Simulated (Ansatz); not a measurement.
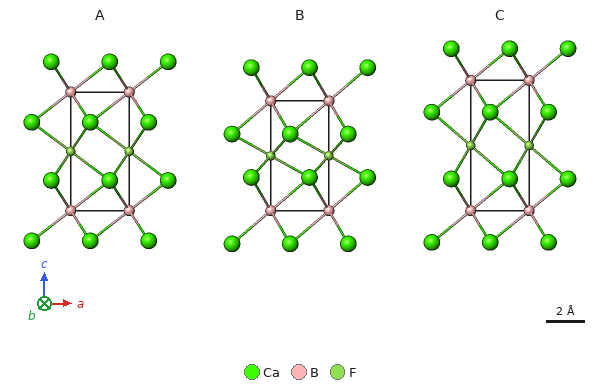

3 geometries from one relaxation of solid Ca$_{2}$BF (a generated structure, set up in P-3m1) (coarse preliminary run), in shuffled order. The picture is a ball-and-stick view of the cell of the calculation, seen along the b axis.

Computed with Ansatz, DFT PBE, scalar-relativistic, plane waves, PAW. Settings: plane-wave cutoff 420 eV; k-point mesh 6 × 6 × 4; occupations gaussian; smearing width 0.1 eV; no spin polarisation; cell and atoms relaxed; force threshold 0.04 eV/Å; at most 70 steps.

### Order the frames from highest to lowest energy.

B, A, C. They are steps 0, 2, 9, at +408 meV per atom, +64.3 meV per atom relative to the last. The largest moves relative to the cell, 0.41 Å, are those of Ca atoms. B and F stay in place. The drawn cell changes as follows: a = b 3.552 → 3.565 Å (+0.4 %), c 5.809 → 6.890 Å (+18.6 %); the volume changes by +19.5 %. Among the contacts that change: Ca–Ca 3.078 → 4.089 Å, Ca–F 2.350 → 2.712 Å, B–Ca 2.700 → 2.655 Å. Among the angles between lasting bonds that change: Ca–F–Ca 81.8° → 97.8°, F–Ca–F 98.2° → 82.2°, Ca–F–Ca 98.2° → 82.2°. The space group stays P-3m1 (No. 164). The energy falls by 408 meV per atom in 7 accepted moves (9 points after the start). Largest force component: 3 eV/Å at the start, 0.028 eV/Å at the end. Pressure: 10.77 GPa at the start and 0.02 GPa at the end. The SCF was repeated twice at an unchanged geometry on a basis and grid sized afresh for the cell, which shifted the energy by 19.5 meV per atom at most. Cost: 24 s on 1 thread of Arm Neoverse V1 (shared host), peak memory 0.34 GiB.
